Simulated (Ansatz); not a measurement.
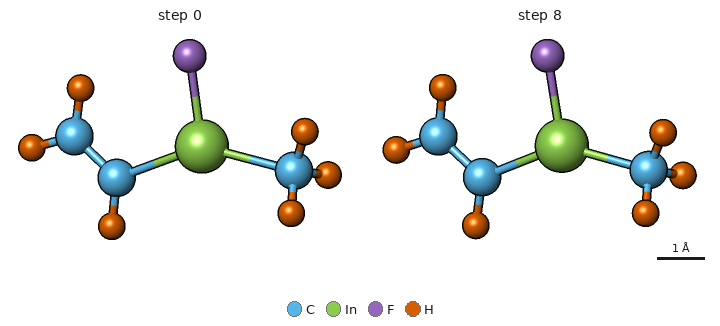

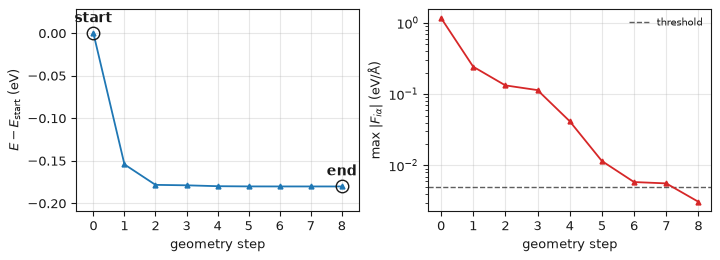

First and last geometry of a relaxation of C$_{3}$H$_{6}$FIn, with the history of the run. The picture is a ball-and-stick view, seen at a tilt.

The start comes from GFN2-xTB.

The calculation used RKS PBE0-D4/def2-TZVP (Ansatz 0.2.0). (force threshold 0.005 eV/Å; at most 150 steps)

Question: Read the history and describe the run.

Answer: It converged. The energy falls by 0.180 eV in 8 geometry steps. Largest force component: 1.2 eV/Å at the start, 0.0031 eV/Å at the end. The atom that moves furthest after the best rigid fit is an H atom (0.14 Å). Largest moves by element: H 0.14 Å, C 0.13 Å, F 0.06 Å, In 0.02 Å. Near-neighbour distances that change, for instance: C–In 2.237 → 2.114 Å, C–In 2.249 → 2.127 Å, C–C 1.317 → 1.331 Å, F–In 1.992 → 1.981 Å. Among the angles between lasting bonds that change: In–C–H 104.3° → 108.3°, C–C–H 122.8° → 119.3°, In–C–H 119.0° → 122.2°.

```
step  E − E(0), eV  largest force component, eV/Å
   0        0.0000                         1.1753
   1       -0.1542                         0.2433
   2       -0.1782                         0.1329
   3       -0.1787                         0.1142
   4       -0.1798                         0.0418
   5       -0.1800                         0.0116
   6       -0.1801                         0.0059
   7       -0.1801                         0.0056
   8       -0.1801                         0.0031
```
